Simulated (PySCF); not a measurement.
## A study: C$_{4}$H$_{9}$F, SMILES `CF.C1CC1`

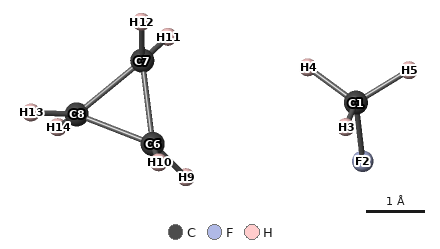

The molecule, with its atoms numbered as below.

Coordinates in Å:

```
C1       2.2672    0.5746    0.2224
F2       2.4850   -0.6677   -0.3031
H3       2.1414    0.4671    1.3002
H4       1.3627    0.9801   -0.2326
H5       3.1350    1.1944   -0.0073
C6      -1.2035   -0.5030    0.4271
C7      -1.5362    0.7726   -0.2824
C8      -2.5849   -0.2802   -0.1027
H9      -0.5696   -1.2184   -0.0740
H10     -1.0572   -0.4695    1.4964
H11     -1.1375    0.9267   -1.2743
H12     -1.6157    1.6799    0.2982
H13     -3.3799   -0.0940    0.6038
H14     -2.8997   -0.8416   -0.9689
```

Part 1: Bonding charge

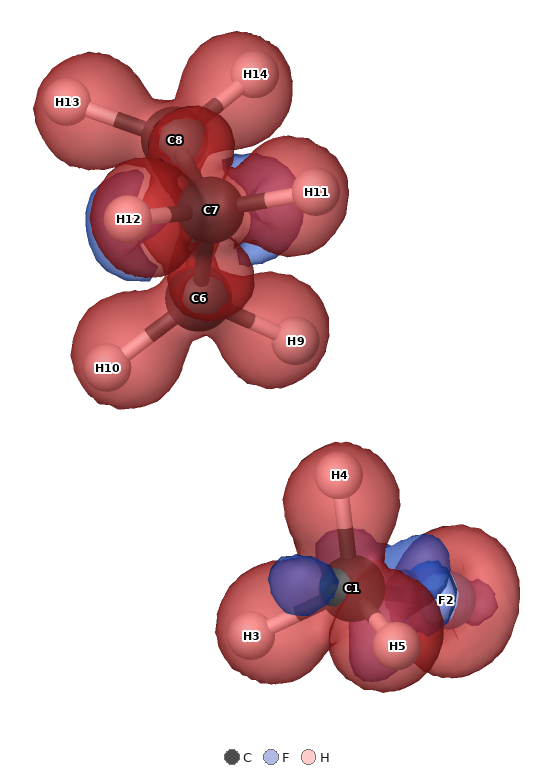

Deformation density (molecule less spherical, spin-averaged free atoms at the same positions), surfaces at ±0.1 e/Å³; red: gain, blue: loss.

Method: BP86/6-311+G**; geometry: an unrelaxed start of a pair search; program: PySCF.

**Describe the bonding that the map shows.**

The five largest and four smallest: C1–H4: +0.73 e/Å³ at the bond critical point (bond length 1.09 Å). C1–H3: +0.73 e/Å³ at the bond critical point (bond length 1.09 Å). C1–H5: +0.72 e/Å³ at the bond critical point (bond length 1.09 Å). C6–H9: +0.68 e/Å³ at the bond critical point (bond length 1.08 Å). C8–H14: +0.68 e/Å³ at the bond critical point (bond length 1.08 Å). C6–C8: +0.32 e/Å³ at the bond critical point (bond length 1.50 Å). C7–C8: +0.31 e/Å³ at the bond critical point (bond length 1.50 Å). C6–C7: +0.31 e/Å³ at the bond critical point (bond length 1.50 Å). C1–F2: −0.11 e/Å³ at the bond critical point (bond length 1.37 Å); up to 0.6 Å beside the axis the gain reaches +0.19 e/Å³. In all, 2.8 electrons gather in the regions of gain relative to the promolecule. A small or negative value marks a very polar bond, one between electron-rich atoms, whose free-atom densities already overlap strongly, a long bond to a heavier atom, or a closed-shell contact such as a hydrogen bond.

Part 2: Bond critical points

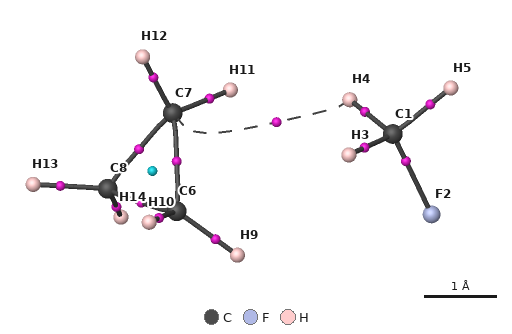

Molecular graph of the electron density (QTAIM): bond paths, bond critical points (magenta), ring points (cyan, if any); weak paths are dashed.

**How many critical points of each kind are there, and does the count close?**

14 nuclei, 14 bond, 1 ring and 0 cage critical points: 14 − 14 + 1 − 0 = 1, as the Poincaré–Hopf relation requires.

**What does the calculation give at each kind of bond critical point?**

| bond | length (Å) | ρ (a.u.) | ∇²ρ (a.u.) | ε | H (a.u.) |
| --- | --- | --- | --- | --- | --- |
| C1–H4 | 1.091 | 0.282 | −0.96 | 0.05 | −0.277 |
| C1–H3 | 1.090 | 0.282 | −0.96 | 0.05 | −0.276 |
| C1–H5 | 1.091 | 0.281 | −0.96 | 0.05 | −0.276 |
| C6–H9 | 1.079 | 0.280 | −0.93 | 0.03 | −0.276 |
| C8–H14 | 1.079 | 0.279 | −0.93 | 0.03 | −0.276 |
| C8–H13 | 1.080 | 0.279 | −0.92 | 0.03 | −0.275 |
| C6–H10 | 1.080 | 0.278 | −0.92 | 0.03 | −0.275 |
| C7–H11 | 1.080 | 0.278 | −0.92 | 0.03 | −0.275 |
| C7–H12 | 1.080 | 0.278 | −0.92 | 0.03 | −0.275 |
| C1–F2 | 1.366 | 0.243 | +0.10 | 0.01 | −0.315 |
| C6–C8 | 1.496 | 0.237 | −0.41 | 0.50 | −0.194 |
| C7–C8 | 1.497 | 0.237 | −0.40 | 0.50 | −0.193 |
| C6–C7 | 1.497 | 0.237 | −0.40 | 0.51 | −0.193 |
| H4–C7 | 2.907 | 0.005 | +0.02 | 1.06 | +0.001 |

**What kind of interaction is C1–H3?**

Shared-shell (covalent): ρ = 0.282, ∇²ρ = −0.96, H = −0.276 a.u.

**Are there bond paths between atoms that aren't covalently bonded?**

Yes: H4–C7 (2.91 Å, ρ = 0.005).

Part 3: Electrostatic potential

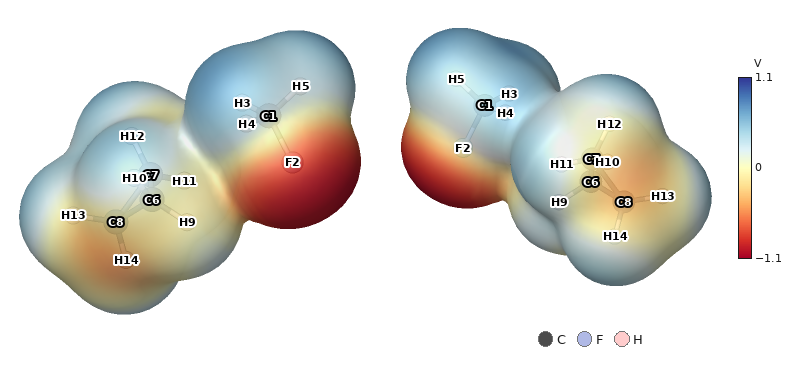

Electrostatic potential on the surface of electron density 0.001 a.u. (back view left, front view right).

**Where are the extremes of the potential on the surface?**

Highest: 0.71 V, near H3 (1.70 Å), H5 (1.75 Å) and C1 (1.83 Å). Further maxima include 0.58 V, 1.3 Å from H12; 0.54 V, 1.4 Å from H10. Lowest: −1.03 V, 1.7 Å from F2. Further minima include −0.50 V, off the C6–C8 bond (2.1 to 2.2 Å from its atoms); −0.46 V, off the C7–C8 bond (2.1 Å from its atoms). The surface is sampled at points, so like sites can differ by a few per cent and only the strongest of them is named.
